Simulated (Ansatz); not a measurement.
These are PBE (plane waves to 420 eV, PAW; Ansatz, a first-principles code) values and carry that method's errors.

Host crystal: anatase TiO2, with a band gap (PBE, scalar-relativistic without spin-orbit coupling).

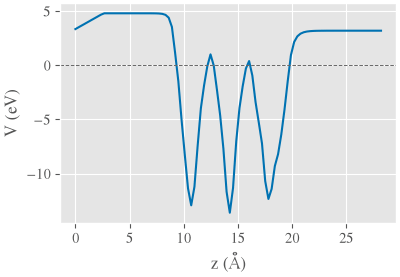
Figure. Electrostatic potential energy of an electron, averaged over planes parallel to the surface, in eV from the Fermi level, for Ti on the 1x1 (101) surface of anatase TiO2 (cut with top plane O), one in a 2x1 cell, started at the site 'top O'

Model: 37-atom slab, 9.4 Å thick at the start under the adsorbate (thin: gaps and levels are the slab's own), 3x4x1 mesh, Fermi-Dirac 0.01 eV, dipole correction, 14 atoms held, the rest relaxed; no symmetry held; spin-polarised, ending with about 1.4 μB a cell, a value that depends on the mesh; orders that need a larger cell were not tried, no spin-orbit, no U, no dispersion correction. The slab shows no gap over 0.04 eV on its mesh. At the end it is bonded to 4 O + 5 Ti. In PBE it is, or lies within 0.03 eV of, the lowest of the starts that converged.

### Question
The surface cell has an area of 39.58 Å². What dipole along the normal does the step between the two vacuum levels imply?

### Answer
the top vacuum level lies 1.61 eV below the bottom one; p = −ε₀ A ΔV (ε₀ = 0.005526 e/(V·Å)) gives 0.35 e·Å a cell.
